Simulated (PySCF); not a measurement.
C4H4N2, SMILES `c1ccnnc1`.

Level of theory: LC-wPBE/6-31+G* (PySCF), at a geometry from GFN2-xTB. No frequency check shows the geometry to be a minimum.

The calculation's input:

```python
import numpy as np
from pyscf import gto, scf, dft, tdscf
from pyscf.scf import atom_ks, atom_hf
from scipy.linalg import block_diag

def solve(mol, dm0=None, hcore=None):
    mf = (dft.UKS if mol.spin else dft.RKS)(mol, xc='lc_wpbe')
    mf.grids.level = 3
    mf = mf.density_fit(auxbasis='def2-universal-jkfit')
    mf.conv_tol, mf.max_cycle = 1e-8, 80
    if hcore is not None:
        mf.get_hcore = lambda *args: hcore
    mf.kernel(dm0)
    if not mf.converged:
        mf = mf.newton().run(mf.mo_coeff, mf.mo_occ, max_cycle=30)
    assert mf.converged, 'SCF not converged'
    return mf

mol = gto.M(atom='''
C      0.69030     1.17017     0.00000
C     -0.69030     1.17017     0.00000
C     -1.31735    -0.07533     0.00000
N     -0.64929    -1.21206     0.00000
N      0.64929    -1.21206     0.00000
C      1.31735    -0.07533     0.00000
H      1.26333     2.08527     0.00000
H     -1.26333     2.08527     0.00000
H     -2.39425    -0.16986     0.00000
H      2.39425    -0.16986     0.00000
''', basis='6-31+g*', charge=0, spin=0, verbose=4)
mf = solve(mol)
td = mf.TDA()
td.nstates, td.singlet, td.conv_tol = 4, True, 1e-5
td.kernel()
td.analyze()
x, y = np.array([p[0] for p in td.xy]), np.array([p[1] + 0 * p[0] for p in td.xy])
f, mu = td.oscillator_strength(), td.transition_dipole()
nto = [td.get_nto(state=i + 1, verbose=4) for i in range(len(td.e))]
# spherically averaged free atoms, for the promolecule
atm = atom_ks.get_atm_nrks(mol, xc='lc_wpbe')
pro = block_diag(*[(atm[a[0]][2] * atm[a[0]][3]) @ atm[a[0]][2].T for a in mol._atom])
np.savez('result.npz', e=td.e, f=f, ok=td.converged, w=[n[0] for n in nto], nto=[n[1] for n in nto], x=x, y=y, c=mf.mo_coeff, occ=mf.mo_occ, eps=mf.mo_energy, pro=pro, mu=mu)
```

Run with:

```sh
OMP_NUM_THREADS=1 python input.py
```

The run took 4 min on 1 thread of Arm Neoverse V2 (shared host), peak memory 0.62 GiB.

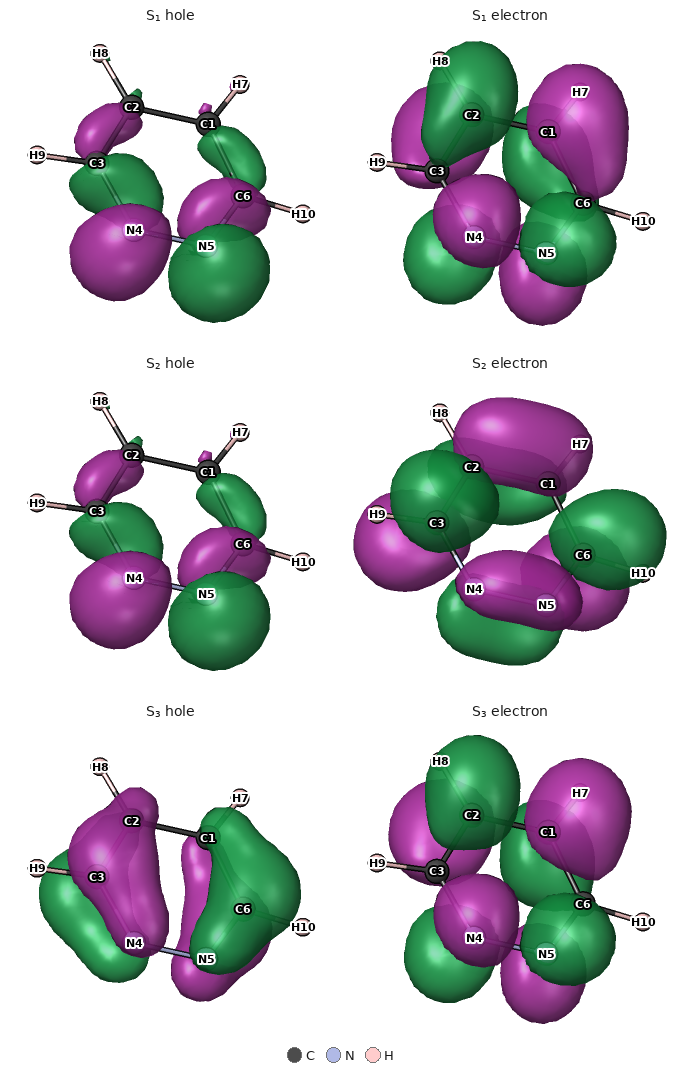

Leading natural transition orbitals (TDA singlet states).

### Describe these excited states.

By state:
- S₁: 3.95 eV (314 nm), f = 0.009, n → π*; the leading pair carries 100 %; hole on N4 and N5 (38 % each) and C3 and C6 (8 % each), electron on N4 and N5 (24 % each), C1 and C2 (16 % each) and C3 and C6 (7 % each); their centroids lie 1.0 Å apart.
- S₂: 4.46 eV (278 nm), f = 0.000 (dark), n → π*; the leading pair carries 99 %; hole on N4 and N5 (38 % each) and C3 and C6 (8 % each), electron on C3 and C6 (25 % each), C1 and C2 (11 % each) and N4 and N5 (10 % each); their centroids lie 1.1 Å apart.
- S₃: 6.08 eV (204 nm), f = 0.025, π → π*; the leading pair carries 65 %; hole on C3 and C6 (18 % each), N4 and N5 (15 % each) and C1 and C2 (14 % each), electron on C1 and C2 (17 % each), N4 and N5 (17 % each) and C3 and C6 (13 % each) (shares are of the whole state, not of the leading pair alone); their centroids lie 0.1 Å apart.
